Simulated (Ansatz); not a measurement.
# RbGeH3 (model cell, started as cubic perovskite with Ge in the octahedra): relaxing the cell for a phonon run

Wanted: the relaxed cell of RbGeH3 (model cell, started as cubic perovskite with Ge in the octahedra).

Main program and level: Ansatz 0.2.0; DFT PBEsol, scalar-relativistic, plane waves, PAW; PAW set soft_1.

The structure was built from a prototype and need not be the compound's stable phase.

### Step 1. Set-up

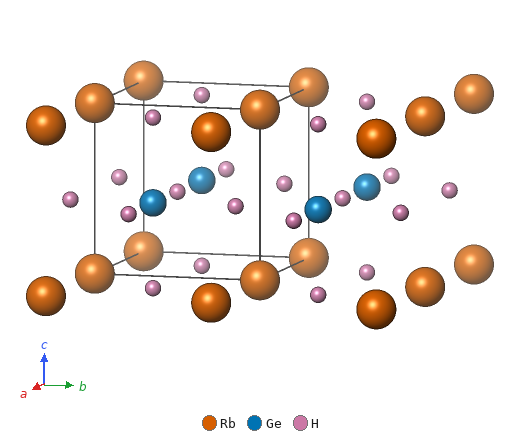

The cell as given, slightly off an axis (rubidium orange, germanium blue, hydrogen pink). 2×2×1 cells are drawn. Some periodic images of atoms are drawn too.

### Step 2. Probe on a coarse mesh

First a cheap look: the gap decides the mesh and the occupations, the pressure tells how far the cell has to move.

Contents of input.yaml:

```yaml
crystal:
  lattice:
    - [4.41, 0.0, 0.0]
    - [0.0, 4.41, 0.0]
    - [0.0, 0.0, 4.41]
  atoms:
    - { symbol: Rb, position: [0.0, 0.0, 0.0] }
    - { symbol: Ge, position: [0.5, 0.5, 0.5] }
    - { symbol: H, position: [0.5, 0.5, 0.0] }
    - { symbol: H, position: [0.5, 0.0, 0.5] }
    - { symbol: H, position: [0.0, 0.5, 0.5] }
kpoints:
  mp_grid: { grid: [4, 4, 4] }
hamiltonian:
  xc: pbesol
  pseudopotentials: { kind: paw, azcp: { folder: soft_1 }, xc_functional: pbe }
scf:
  occupations: { method: gaussian, width: 0.1 }
output:
  forces: true
  stress: true
  eigenvalues: true
```

Started as:

```
$ ansatz run input.yaml --threads 8 --pin off --max-ram 16384MiB --backend cpu --events-out ev --progress --plain --runs-dir out
```

Numbers of over 12 decimals in the logs are rounded to 6 here.

The program printed:

```text
Engine: ansatz 0.2.0, aarch64-unknown-linux-gnu
Pseudopotentials: kind: paw
Pseudopotential: Rb, paw, valence charge 9, recommended cutoff 420 eV (normal), soft_1/Rb.paw.azcp
Pseudopotential: Ge, paw, valence charge 14, recommended cutoff 420 eV (normal), soft_1/Ge.paw.azcp
Pseudopotential: H, paw, valence charge 1, recommended cutoff 420 eV (normal), soft_1/H.paw.azcp
Functional definition: PBEsol
[...]
k-point 0: bands = [... 9 lower, -5.0411, 2.4502, 2.4502, 4.6942, 4.6942, 4.6942, 5.0193, 10.2675, ... 1 higher]
  k-point 1: bands = [... 9 lower, -4.6187, 0.8271, 2.6009, 4.4350, 4.6789, 4.6789, 8.1107, 9.1240, ... 1 higher]
  k-point 2: bands = [... 9 lower, -4.1287, -0.3735, 2.7713, 4.6567, 4.6567, 4.9042, 8.3054, 9.2602, ... 1 higher]
  k-point 9: bands = [... 9 lower, -3.1342, 0.0132, 0.0132, 0.0132, 8.5076, 8.5076, 8.5076, 11.3912, ... 1 higher]
[key lines of the parts left out:]
SCF converged after 9 iterations
Free energy (F): -7516.327982 eV
Fermi energy:    4.611383 eV
P = ⅓ Tr σ = -4.7980 GPa (-47.980 kbar)
```

The job ended after 0.45 s (8 threads of Arm Neoverse V2, shared host; peak memory 0.35 GiB).

Numbers from this step:

```
pressure          : -4.798 GPa
volume per atom   : 17.15 Å³
gap on the k-mesh : 0 eV
```

The coarse mesh shows no gap and a pressure of -4.8 GPa.

### Step 3. Relaxation, k-mesh 8×8×8

The cell and atoms are relaxed, since residual forces and stress would shift the frequencies.

Changes to input.yaml since step 2:

```diff
@@ -12,3 +12,3 @@
 kpoints:
-  mp_grid: { grid: [4, 4, 4] }
+  mp_grid: { grid: [8, 8, 8] }
 hamiltonian:
@@ -22 +22,10 @@
   eigenvalues: true
+  write_density: true
+  write_potential: true
+  elf: true
+  volumetric_format: npy
+relax:
+  adjacent_minimum: "off"
+  f_tol: 0.005
+  max_steps: 80
+  cell: { stress_tol: 0.05 }
```

The program printed:

```text
[...]
Crystal: 5 atoms, lattice volume = 85.766 Å³
Basis set: ecut = 420 eV, 1743 PW (Γ), exchange–correlation on 60×60×60 points (8 copies of the dense FFT grid, shifted against one another)
Bands: 18, of which v1, the nominal top of the filled ones, is band 13 counted from 1 (12 counted from 0)
Symmetry: 48 space group operations
[...]
k-points: 35 of 512
[...]
SCF iter   1: F=—  HF=-7517.826439 eV  |F-HF|=—  |Δ(HF+E_count)|=         —  Δρ=4.95e-2  dr2=2.89e0  ethr=3.10e-3  ⟨swp⟩=5.4  Hψ=3090  notcnv=0
[...]
SCF iter   9: F=-7516.654883 eV  HF=-7516.654883 eV  |F-HF|=3.66e-8  |Δ(HF+E_count)|=   3.60e-7  Δρ=5.52e-6  dr2=7.61e-8  ethr=3.85e-10  ⟨swp⟩=11.5  Hψ=4873  notcnv=0
SCF 1 converged in 9 iterations: F = -7516.654883 eV  dr2 = 7.61e-8
[...]
relax step   1: F+E_penalty+E_count = -7516.65488336 eV  Δ(F+E_penalty+E_count) = +0.000e0 eV  max|allowed force component| = 2.846e-30 eV/Å  Δτ_max = 0.0000 Å  P = -5.631 GPa  Ω = 85.766 Å³  (9 SCF iters, dr2 threshold 1.00e-7 eV, accepted)
Crystal: 5 atoms, lattice volume = 73.824 Å³
Basis set: ecut = 420 eV, 1419 PW (Γ), exchange–correlation on 60×60×60 points (8 copies of the dense FFT grid, shifted against one another)
[...]
iter 1 solved again at ethr=9.83e-5 eV; its pass at ethr=3.10e-3 eV (dr2=2.56e-2 eV) is discarded
[...]
SCF iter   7: F=-7516.994224 eV  HF=-7516.994224 eV  |F-HF|=1.37e-8  |Δ(HF+E_count)|=   2.10e-7  Δρ=7.90e-6  dr2=4.96e-8  ethr=1.92e-9  ⟨swp⟩=11.5  Hψ=5105  notcnv=0
SCF 2 converged in 7 iterations: F = -7516.994224 eV  dr2 = 4.96e-8
relax step   2: F+E_penalty+E_count = -7516.99422408 eV  Δ(F+E_penalty+E_count) = -3.393e-1 eV  max|allowed force component| = 5.870e-30 eV/Å  Δτ_max = 0.0000 Å  P = -3.007 GPa  Ω = 73.824 Å³  energy of the carried Pulay correction = +3.431e-3 eV  (7 SCF iters, dr2 threshold 5.00e-7 eV, accepted)
Crystal: 5 atoms, lattice volume = 63.710 Å³
Basis set: ecut = 420 eV, 1237 PW (Γ), exchange–correlation on 60×60×60 points (8 copies of the dense FFT grid, shifted against one another)
[...]
SCF iter   7: F=-7517.046343 eV  HF=-7517.046343 eV  |F-HF|=6.76e-9  |Δ(HF+E_count)|=   1.71e-8  Δρ=5.01e-6  dr2=1.34e-8  ethr=1.89e-9  ⟨swp⟩=7.1  Hψ=4275  notcnv=0
SCF 3 converged in 7 iterations: F = -7517.046343 eV  dr2 = 1.34e-8
relax step   3: F+E_penalty+E_count = -7517.04634307 eV  Δ(F+E_penalty+E_count) = -5.212e-2 eV  max|allowed force component| = 2.380e-30 eV/Å  Δτ_max = 0.0000 Å  P = +2.078 GPa  Ω = 63.710 Å³  energy of the carried Pulay correction = +6.767e-3 eV  (7 SCF iters, dr2 threshold 5.00e-7 eV, accepted)
[...]
relax step   4: F+E_penalty+E_count = -7517.06580254 eV  Δ(F+E_penalty+E_count) = -1.946e-2 eV  max|allowed force component| = 7.527e-30 eV/Å  Δτ_max = 0.0000 Å  P = -0.071 GPa  Ω = 67.142 Å³  energy of the carried Pulay correction = +5.585e-3 eV  (6 SCF iters, dr2 threshold 5.00e-7 eV, accepted)
[...]
relax step   5: F+E_penalty+E_count = -7517.06587277 eV  Δ(F+E_penalty+E_count) = -7.023e-5 eV  max|allowed force component| = 3.353e-30 eV/Å  Δτ_max = 0.0000 Å  P = -0.003 GPa  Ω = 67.019 Å³  energy of the carried Pulay correction = +5.627e-3 eV  (5 SCF iters, dr2 threshold 1.27e-8 eV, accepted)
[...]
SCF iter   6: F=-7517.062057 eV  HF=-7517.062057 eV  |F-HF|=1.73e-11  |Δ(HF+E_count)|=  2.09e-11  Δρ=1.37e-7  dr2=2.11e-11  ethr=1.00e-12  ⟨swp⟩=7.4  Hψ=3432  notcnv=0
SCF 6 converged in 6 iterations: F = -7517.062057 eV  dr2 = 2.11e-11
relax step   6: F+E_penalty+E_count = -7517.06205702 eV  Δ(F+E_penalty+E_count) = +3.816e-3 eV  max|allowed force component| = 2.406e-30 eV/Å  Δτ_max = 0.0000 Å  P = -0.035 GPa  Ω = 67.019 Å³  stress off target by 3.52e-2 GPa  SCF on the basis re-selected at this cell (its energy is not comparable with the rows above)  (6 SCF iters)
basis re-selected at this cell: Δ(F+E_penalty+E_count) = +3.816e-3 eV, ΔP = -0.032 GPa vs the last step (what re-selecting the basis moved, of the pressure what is left beyond the Pulay correction that the steps carried, after the strain that the cell walked since its last selection, with what the two solves' SCF thresholds leave and, on support functions, any second-order correction that the steps lacked; it is no m [...]
SCF converged after 6 iterations
Free energy (F): -7517.062057 eV
[...]
Internal energy: -7517.054693 eV  (E = F + TS)
E sigma→0 (E₀):  -7517.058375 eV
Entropy (-TS):   -0.007364 eV (-1.473 meV/atom)
Fermi energy:    6.986138 eV
[...]
--- Stress (GPa, compression-positive) ---
       -0.035215       0.000000      -0.000000
        0.000000      -0.035215      -0.000000
       -0.000000      -0.000000      -0.035215
  P = ⅓ Tr σ = -0.0352 GPa (-0.352 kbar)
--- Band table (eV; the first three rows and the last of 35) ---
  k-point 0: bands = [... 9 lower, -3.7791, 4.1651, 4.1651, 7.1869, 7.1869, 7.1869, 8.9090, 12.8199, ... 1 higher]
  k-point 1: bands = [... 9 lower, -3.4671, 3.6057, 4.2272, 7.1321, 7.1521, 7.1521, 9.9206, 12.2876, ... 1 higher]
  k-point 2: bands = [... 9 lower, -2.9004, 2.4428, 4.3882, 7.0620, 7.0620, 7.4893, 11.3133, 11.7464, ... 1 higher]
  k-point 34: bands = [... 9 lower, -0.7662, 1.2739, 1.2739, 1.2739, 11.3707, 11.3707, 11.3707, 15.3727, ... 1 higher]
--- Relaxed structure (5 steps of the walk, 5 accepted, 1 SCFs on fresh bases) ---
  F+E_penalty+E_count = -7517.06205702 eV   max|allowed force component| = 2.406e-30 eV/Å   (the final SCF, on the basis selected at the relaxed cell)
  cell:  # Å, volume = 67.0190 Å³
    - [4.061932, 0, 0]
    - [0, 4.061932, 0]
    - [0, 0, 4.061932]
  atoms:
    - { symbol: Rb, position: [0, 0, 0] }
    - { symbol: Ge, position: [0.5, 0.5, 0.5] }
    - { symbol: H, position: [0.5, 0.5, 0] }
    - { symbol: H, position: [0.5, 0, 0.5] }
    - { symbol: H, position: [0, 0.5, 0.5] }
```

Elapsed: 3.4 s, on 8 threads; peak memory 0.44 GiB; 21 s of CPU time.

Step by step:

| step | energy less that of the first step (eV) | largest force component (eV/Å) | pressure (GPa) | volume (Å³) |
| --- | --- | --- | --- | --- |
| 1 | 0.0000 | 0.0000 | -5.63 | 85.77 |
| 2 | -0.3393 | 0.0000 | -3.01 | 73.82 |
| 3 | -0.3915 | 0.0000 | 2.08 | 63.71 |
| 4 | -0.4109 | 0.0000 | -0.07 | 67.14 |
| 5 | -0.4110 | 0.0000 | 0.00 | 67.02 |
| 6* | -0.4072 | 0.0000 | -0.04 | 67.02 |

Relaxation steps marked * repeat the geometry before them on a plane-wave basis chosen anew for their cell, so energy and pressure can jump there.

Forces are held to the 48 operations that the run works with; a distortion that breaks them can't arise in this run.

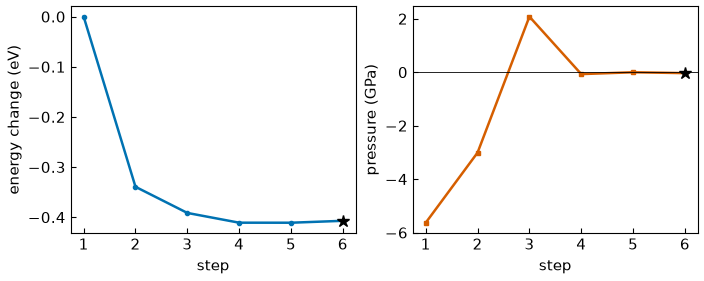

Energy and pressure along the relaxation. Stars mark steps on a basis chosen anew.

| conventional cell, symmetrised | before | after | change |
| --- | --- | --- | --- |
| a (Å) | 4.410 | 4.062 | -7.9 % |
| b (Å) | 4.410 | 4.062 | -7.9 % |
| c (Å) | 4.410 | 4.062 | -7.9 % |
| volume (Å³/atom) | 17.15 | 13.40 | -21.9 % |

Final coordinates:

```xyz
5
Lattice="4.0619 0.0000 0.0000 0.0000 4.0619 0.0000 0.0000 0.0000 4.0619" Properties=species:S:1:pos:R:3 pbc="T T T"
Rb    0.0000    0.0000    0.0000
Ge    2.0310    2.0310    2.0310
H     2.0310    2.0310    0.0000
H     2.0310    0.0000    2.0310
H     0.0000    2.0310    2.0310
```

This step gave:

```
pressure        : -0.03521 GPa
volume per atom : 13.40 Å³
```

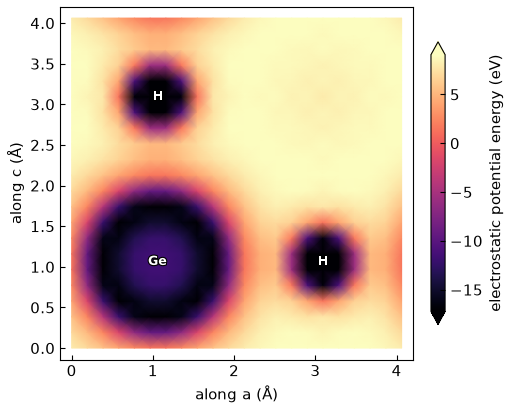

Electrostatic potential energy in the ac plane at fractional y = 0.500, with atoms of Ge and H within 0.2 Å of it. With pseudopotentials it is smooth inside the atoms' cores, unlike the true potential. The map starts off the cell's origin, so that atoms lie inside it.

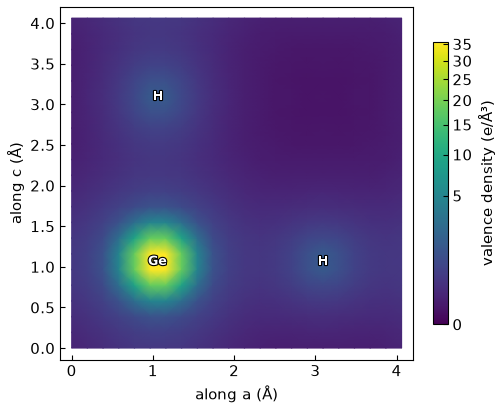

Valence density in the ac plane at fractional y = 0.500, with atoms of Ge and H within 0.2 Å of it. It is the smooth field of the valence electrons, not physical close to the nuclei. The map starts off the cell's origin, so that atoms lie inside it. The colour scale is stretched toward low values.

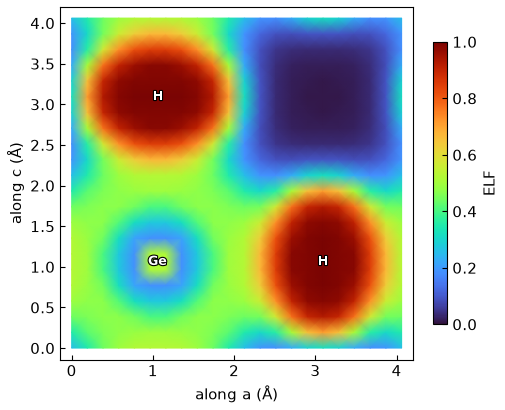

ELF in the ac plane at fractional y = 0.500, with atoms of Ge and H within 0.2 Å of it. It is the smooth field of the valence electrons, not physical close to the nuclei. The map starts off the cell's origin, so that atoms lie inside it.

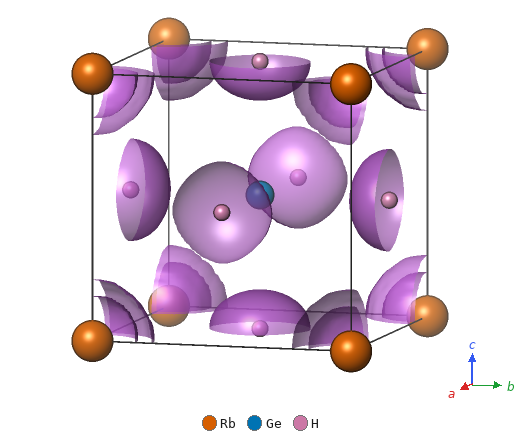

Surface of ELF = 0.85.

In this step the volume went from 17.15 to 13.40 Å³/atom.

### Step 4. Bringing the structure to rest, k-mesh 10×10×10

The relaxation is repeated from its end, on the mesh and smearing that suit the cell and gap now reached.

Changes to input.yaml since step 3:

```diff
@@ -2,5 +2,5 @@
   lattice:
-    - [4.41, 0.0, 0.0]
-    - [0.0, 4.41, 0.0]
-    - [0.0, 0.0, 4.41]
+    - [4.0619319843, 0.0, 0.0]
+    - [0.0, 4.0619319843, 0.0]
+    - [0.0, 0.0, 4.0619319843]
   atoms:
@@ -12,3 +12,3 @@
 kpoints:
-  mp_grid: { grid: [8, 8, 8] }
+  mp_grid: { grid: [10, 10, 10] }
 hamiltonian:
```

The program printed:

```text
[...]
Crystal: 5 atoms, lattice volume = 67.019 Å³
Basis set: ecut = 420 eV, 1357 PW (Γ), exchange–correlation on 60×60×60 points (8 copies of the dense FFT grid, shifted against one another)
Bands: 18, of which v1, the nominal top of the filled ones, is band 13 counted from 1 (12 counted from 0)
[... 1 set-up line as in the run before ...]
[...]
k-points: 56 of 1000
[...]
--- Relaxed structure (2 steps of the walk, 2 accepted, 1 SCFs on fresh bases) ---
[...]
cell:  # Å, volume = 66.6690 Å³
    - [4.054849, 0, 0]
    - [0, 4.054849, 0]
    - [0, 0, 4.054849]
  atoms:
    - { symbol: Rb, position: [0, 0, 0] }
    - { symbol: Ge, position: [0.500000, 0.500000, 0.500000] }
    - { symbol: H, position: [0.500000, 0.500000, 0] }
    - { symbol: H, position: [0.500000, 0, 0.500000] }
    - { symbol: H, position: [0, 0.500000, 0.500000] }
[key lines of the parts left out:]
SCF converged after 5 iterations
Free energy (F): -7517.098818 eV
Fermi energy:    7.032430 eV
P = ⅓ Tr σ = 0.0301 GPa (0.301 kbar)
```

The job ended after 2 s (8 threads; peak memory 0.44 GiB).

The steps of the relaxation:

| step | energy less that of the first step (eV) | largest force component (eV/Å) | pressure (GPa) | volume (Å³) |
| --- | --- | --- | --- | --- |
| 1 | 0.0000 | 0.0000 | -0.17 | 67.02 |
| 2 | -0.0003 | 0.0000 | 0.03 | 66.67 |
| 3* | -0.0002 | 0.0000 | 0.03 | 66.67 |

Relaxation steps marked * repeat the geometry before them on a plane-wave basis chosen anew for their cell, so energy and pressure can jump there.

Forces are held to the 48 operations that the run works with; a distortion that breaks them can't arise in this run.

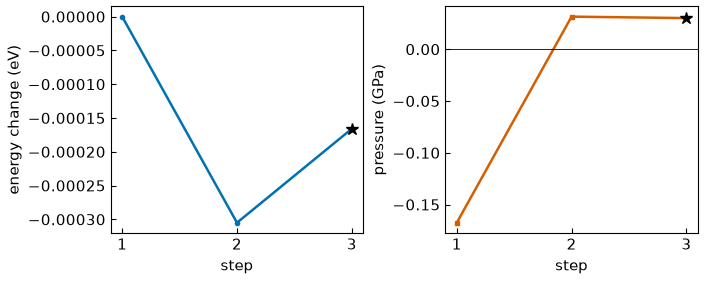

Energy and pressure along the relaxation. Stars mark steps on a basis chosen anew.

| conventional cell, symmetrised | before | after | change |
| --- | --- | --- | --- |
| a (Å) | 4.062 | 4.055 | -0.2 % |
| b (Å) | 4.062 | 4.055 | -0.2 % |
| c (Å) | 4.062 | 4.055 | -0.2 % |
| volume (Å³/atom) | 13.40 | 13.33 | -0.5 % |

Numbers from this step:

```yaml
pressure: 0.03006 GPa
volume_per_atom: 13.33 Å³
```

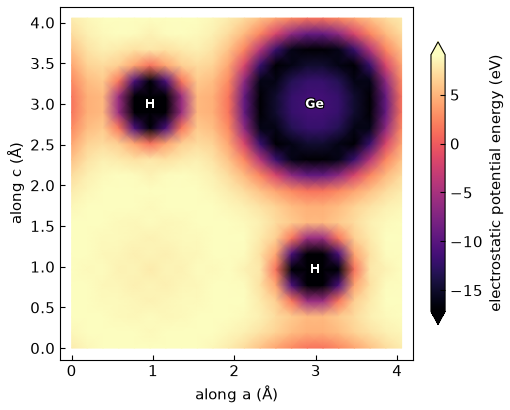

Electrostatic potential energy in the ac plane at fractional y = 0.500, with atoms of Ge and H within 0.2 Å of it. With pseudopotentials it is smooth inside the atoms' cores, unlike the true potential. The map starts off the cell's origin, so that atoms lie inside it.

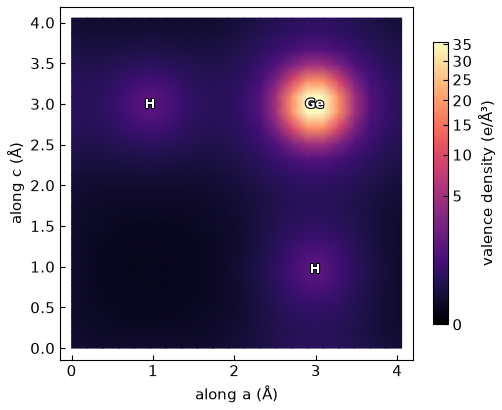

Valence density in the ac plane at fractional y = 0.500, with atoms of Ge and H within 0.2 Å of it. It is the smooth field of the valence electrons, not physical close to the nuclei. The map starts off the cell's origin, so that atoms lie inside it. The colour scale is stretched toward low values.

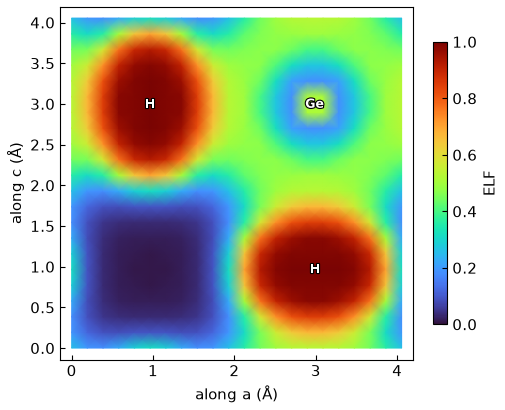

ELF in the ac plane at fractional y = 0.500, with atoms of Ge and H within 0.2 Å of it. It is the smooth field of the valence electrons, not physical close to the nuclei. The map starts off the cell's origin, so that atoms lie inside it.

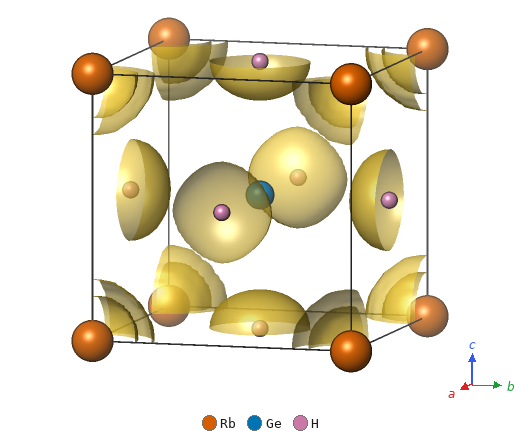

Surface of ELF = 0.85.

In this step the volume went from 13.40 to 13.33 Å³/atom.

### Step 5. Tight relaxation

Phonons need a cell at rest on their own settings, so the relaxation is repeated with tight tolerances on forces and stress on the k mesh and occupations of the first response run.

Contents of input.yaml:

```yaml
crystal:
  lattice:
    - [4.0548492278, 0.0, 0.0]
    - [0.0, 4.0548492278, 0.0]
    - [0.0, 0.0, 4.0548492278]
  atoms:
    - { symbol: Rb, position: [0.0, 0.0, 0.0] }
    - { symbol: Ge, position: [0.5, 0.5, 0.5] }
    - { symbol: H, position: [0.5, 0.5, 0.0] }
    - { symbol: H, position: [0.5, 0.0, 0.5] }
    - { symbol: H, position: [0.0, 0.5, 0.5] }
kpoints:
  mp_grid: { grid: [12, 12, 12] }
hamiltonian:
  xc: pbesol
  pseudopotentials: { kind: paw, azcp: { folder: soft_1 }, xc_functional: pbe }
scf:
  occupations: { method: methfessel_paxton, width: 0.2 }
output:
  forces: true
  stress: true
  eigenvalues: true
relax:
  adjacent_minimum: "off"
  f_tol: 0.001
  max_steps: 60
  cell: { stress_tol: 0.01 }
```

The program printed:

```text
[...]
Crystal: 5 atoms, lattice volume = 66.669 Å³
Basis set: ecut = 420 eV, 1309 PW (Γ), exchange–correlation on 60×60×60 points (8 copies of the dense FFT grid, shifted against one another)
Bands: 18, of which v1, the nominal top of the filled ones, is band 13 counted from 1 (12 counted from 0)
[... 1 set-up line as in the run before ...]
[...]
k-points: 84 of 1728
[...]
--- Relaxed structure (2 steps of the walk, 2 accepted, 1 SCFs on fresh bases) ---
[...]
cell:  # Å, volume = 66.5747 Å³
    - [4.052936, 0, 0]
    - [0, 4.052936, 0]
    - [0, 0, 4.052936]
  atoms:
    - { symbol: Rb, position: [0, 0, 0] }
    - { symbol: Ge, position: [0.5, 0.5, 0.5] }
    - { symbol: H, position: [0.5, 0.5, 0] }
    - { symbol: H, position: [0.5, 0, 0.5] }
    - { symbol: H, position: [0, 0.5, 0.5] }
[key lines of the parts left out:]
SCF converged after 6 iterations
Free energy (F): -7517.113417 eV
Fermi energy:    7.040430 eV
P = ⅓ Tr σ = 0.0082 GPa (0.082 kbar)
```

It took 2.7 s on 8 threads; peak memory 0.46 GiB; 18 s of CPU time.

Little changed from the start: no atom moved by 0.005 Å and no cell edge by 0.1 %.

Numbers from this step:

```
pressure        : 0.008158 GPa
volume per atom : 13.31 Å³
```

The forces vanish by symmetry and the pressure is 0.008 GPa, within the tolerances set. The cell now holds 13.31 Å³/atom.

### Step 6. Outcome

- space group after relaxation (within 0.01 Å): Pm-3m
- lattice constant a: 4.053 Å
- lattice constant b: 4.053 Å
- lattice constant c: 4.053 Å
- volume per atom: 13.3 Å³

What this shows: The forces vanish by symmetry and the pressure is 0.008 GPa, within the tolerances set. The cell now holds 13.31 Å³/atom. The relaxation keeps the symmetry of its start, so it says nothing on stability against lower symmetry. The PAW files were made for PBE and serve the other functionals too. The starting cell was built on a prototype and not taken from a measurement, so the phase need not exist.

[Logs are printed without paths, hosts, clocks, repeated set-up lines and the standing remarks that a program may print on its own settings, such as how far it seeks lower states.]

[Hosts, paths, dates, database ids (printed as entryN), source tags and the programs' standing remarks are cut or masked in the printed files.]
